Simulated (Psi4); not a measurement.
**A workflow on ClGaH (SMILES [Cl][GaH])**

Aim: a structure relaxation (U-wB97X-D/def2-TZVP), then the harmonic vibrations, then the energy (USCS-MP2/aug-cc-pVDZ) of ClGaH. 

The results are computed with Psi4 1.11.

## Step 1: The molecule

ClGaH has 3 atoms, charge 0, and is taken as a doublet. SMILES: `[Cl][GaH]`. The shape was changed from the relaxed one by the stated rule. The run starts from this shape.

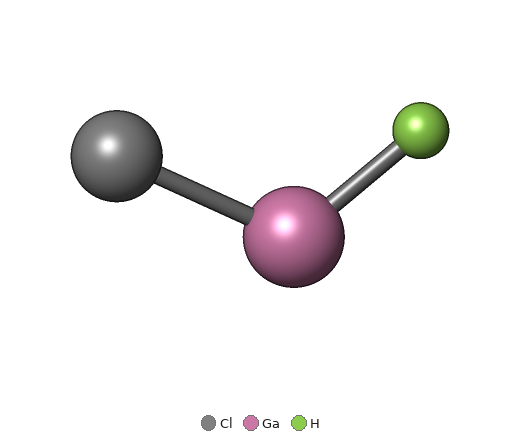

The structure, seen from a chosen angle (chlorine grey, gallium pink, hydrogen green).

## Step 2: A geometry optimisation at U-wB97X-D/def2-TZVP (density fitting) (run 1)

File calc.inp:

```
memory 1.6 GB

molecule m {
  0 2
  Cl     1.464913    -0.191483     0.851052
  Ga    -0.357948    -0.677731    -0.143016
  H     -1.247294     0.716312    -0.700347
}

set reference uks
set geom_maxiter 60

e_tot, wfn = opt("wb97x-d/def2-TZVP", return_wfn=True)
print_variables()
```

Started as:

```bash
$ psi4 -n 1 calc.inp calc.out
```

calc.out:

```text
Psi4 1.11 release

gradient() will perform analytic gradient computation.

   => Loading Basis Set <=

    Name: DEF2-TZVP
    Role: ORBITAL
    Keyword: BASIS

   => WB97X-D: Empirical Dispersion <=

    Chai and Head-Gordon Dispersion Correction

        s6 =       1.000000

         ---------------------------------------------------------
                                   SCF
                              UKS Reference
                        1 Threads,   1525 MiB Core
         ---------------------------------------------------------

  ==> Geometry <==

    Molecular point group: cs
    Full point group: Cs

    Geometry (in Angstrom), charge = 0, multiplicity = 2:

[... 173 lines left out ...]
   @S   Observed:                5.000000000E-01
[... 338 lines left out ...]
   @DF-UKS iter   5: -2385.73338015472382   -7.27289e-06   1.76480e-05 DIIS
[... 65 lines left out ...]
 Dipole Z            :          0.0000000            0.0000000            0.0000000
[... 219 lines left out ...]
    Final Occupation by Irrep:
[... 236 lines left out ...]
   @DF-UKS iter   6: -2385.73354498240406   -2.83726e-08   5.10387e-07 DIIS
[... 145 lines left out ...]
	Measures of convergence in internal coordinates in au.
[... 130 lines left out ...]
    Two-Electron Energy =                1152.2991687193116377
[... 223 lines left out ...]
   @Spin Contamination Metric:   4.102769615E-03
[... 217 lines left out ...]
  "SCF TOTAL ENERGY"                     =>   -2385.733547406266
[... 6 lines left out ...]
  Array Variable Map:
  ----------------------------------------------------------------------------
  "-D GRADIENT"                          =>      -0.000007029124 ... -0.000000000000 3 by 3
  "CURRENT DIPOLE"                       =>      -0.746810884185 ... 0.000000000000 1 by 3
  "CURRENT GRADIENT"                     =>      -0.000007330763 ... 0.000000000000 3 by 3
  "DFT TOTAL GRADIENT"                   =>      -0.000007330763 ... 0.000000000000 3 by 3
  "SCF DIPOLE"                           =>      -0.746810884185 ... 0.000000000000 1 by 3
  "SCF TOTAL ENERGIES"                   =>   -2385.733204844973 ... -2385.733547406266 1 by 9
  "SCF TOTAL GRADIENT"                   =>      -0.000007330763 ... 0.000000000000 3 by 3

    Psi4 run time: 0:00:42.44

[set-up sections that repeat, and orbital energies of the middle runs, are left out above]
```

Standard output:

```text
Optimizer: Optimization complete!
```

It took 44 s on 1 thread of Intel Xeon Platinum 8259CL at 2.50GHz (Skylake/Cascade Lake), shared host; peak memory 0.49 GiB.

Steps, from the record of the run:

| step | energy from the first frame kept (eV) | largest force (eV/Å) |
| --- | --- | --- |
| 0 | 0.0000 | 1.4535 |
| 1 | -0.0949 | 0.3745 |
| 2 | -0.0986 | 0.1329 |
| 3 | -0.0993 | 0.0586 |
| 4 | -0.0993 | 0.0238 |
| 5 | -0.0994 | 0.0139 |

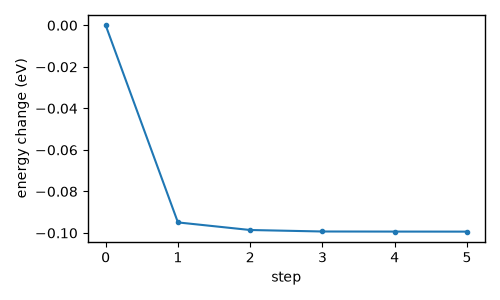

Energy along the run.

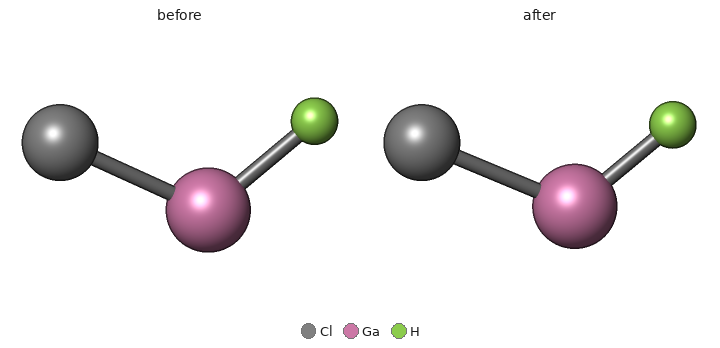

Before and after, at one scale.

After the run. Bond lengths: Cl1–Ga2 2.168 Å, Ga2–H3 1.605 Å. Angles: Cl1–Ga2–H3 115.7°.

## Step 3: The harmonic vibrations at U-wB97X-D/def2-TZVP (density fitting) (run 2)

File clgah.dat:

```
memory 1600 mb

molecule molecule1 {
  0 2
  Cl
  Ga 1 2.167855
  H 2 1.604878 1 115.71608
  symmetry c1
}

set reference uks
set t 298.15
set rotational_symmetry_number 1

freq('wb97x-d/def2-TZVP')
```

Started as:

```bash
$ psi4 -n 1 clgah.dat clgah.out
```

clgah.out (excerpt; [...] marks lines left out):

```text
[...]
   @DF-UKS iter  13: -2385.73354733303086   -3.63343e-10   3.82242e-08 DIIS
[...]
   @DF-UKS iter   5: -2385.73050826801409   -5.55330e-03   7.45834e-04 ADIIS/DIIS
[...]
  Total G, Gibbs energy at  298.15 [K]                                                -2385.75381953 [Eh]
[...]
```

On the terminal:

```text
Warning: used thermodynamics relations inappropriate for low-frequency modes: ['399.7071' '519.9140']
```

Run time: 1.9 min. Hardware: 1 thread of Intel Xeon Platinum 8259CL at 2.50GHz (Skylake/Cascade Lake), shared host; peak memory 0.52 GiB.

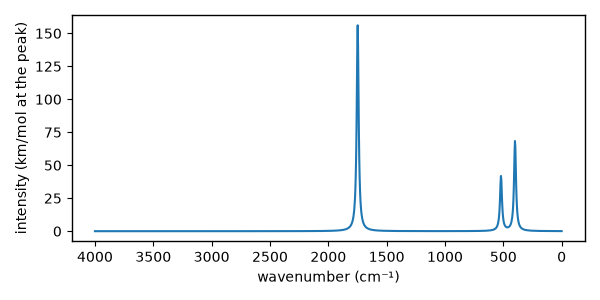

Harmonic infrared spectrum, unscaled, lines broadened by 10 cm⁻¹.

## Step 4: The energy at USCS-MP2/aug-cc-pVDZ (density fitting) (run 3)

File clgah.py:

```python
import psi4

psi4.set_memory(1600000000)
psi4.set_num_threads(1)
psi4.core.set_output_file('run.log', False)

geom = psi4.geometry("""
0 2
Cl     2.81976429    -0.43489968     1.64017645
Ga    -0.70402503    -1.24107952    -0.28739711
H     -2.25556576     1.17683261    -1.25908294
units bohr
symmetry c1
""")

psi4.set_options(dict(reference='uhf', freeze_core=True))

e, wfn = psi4.energy('scs-mp2/aug-cc-pVDZ', molecule=geom, return_wfn=True)
print('E =', round(e, 9))
```

Started as:

```bash
$ python clgah.py
```

run.log (excerpt; [...] marks lines left out):

```text
[...]
  Running in c1 symmetry.
[...]
   @UHF iter   4: -2383.33122597164765   -3.43556e-03   2.51904e-04 DIIS/ADIIS
[...]
   @UHF iter  14: -2383.33202759435017   -2.72848e-12   3.29127e-09 DIIS
[...]
	SCS-MP2 Total Energy (a.u.)        : -2383.54173074574510
	SOS-MP2 Total Energy (a.u.)        : -2383.52321041945743
	SCSN-MP2 Total Energy (a.u.)       : -2383.42981491714954
[...]
	SOS-PI-MP2 Total Energy (a.u.)     : -2383.55507422364190
[...]
	MP2 Total Energy (a.u.)            : -2383.54690759413597
[...]
```

Standard output:

```text
E = -2383.541730746
```

Wall time 22 s (1 thread of Intel Xeon Platinum 8259CL at 2.50GHz (Skylake/Cascade Lake), shared host); peak memory 0.46 GiB.

## Step 5: Summary of results

```
                                                                               quantity             value
                                    run 1, U-wB97X-D/def2-TZVP: total energy at the end    -2385.73355 Eh
                                              run 1, U-wB97X-D/def2-TZVP: dipole moment            1.97 D
                         run 1, U-wB97X-D/def2-TZVP: HOMO energy (highest over α and β)          -7.97 eV
                          run 1, U-wB97X-D/def2-TZVP: LUMO energy (lowest over α and β)          -1.93 eV
                                          run 1, U-wB97X-D/def2-TZVP: dispersion energy      -0.63 kJ/mol
                                                       run 1, U-wB97X-D/def2-TZVP: ⟨S²⟩             0.754
                                 run 2, U-wB97X-D/def2-TZVP: lowest harmonic wavenumber          400 cm⁻¹
                                run 2, U-wB97X-D/def2-TZVP: highest harmonic wavenumber         1748 cm⁻¹
                                          run 2, U-wB97X-D/def2-TZVP: zero-point energy       16.0 kJ/mol
  run 2, U-wB97X-D/def2-TZVP: ideal-gas entropy at 298.15 K (symmetry number 1 as used)  64.5 cal/(mol K)
                                              run 3, USCS-MP2/aug-cc-pVDZ: total energy    -2383.54173 Eh
run 3, USCS-MP2/aug-cc-pVDZ: HOMO energy (Hartree–Fock orbitals) (highest over α and β)          -9.02 eV
 run 3, USCS-MP2/aug-cc-pVDZ: LUMO energy (Hartree–Fock orbitals) (lowest over α and β)           0.09 eV
              run 3, USCS-MP2/aug-cc-pVDZ: correlation energy (14 core orbitals frozen)        -209.7 mEh
                                                      run 3, USCS-MP2/aug-cc-pVDZ: ⟨S²⟩             0.761
```

In words: The optimisation (run 1, U-wB97X-D/def2-TZVP) took 6 steps and changed the energy by -0.099 eV. All 3 modes are real, so the shape is a minimum at this level.
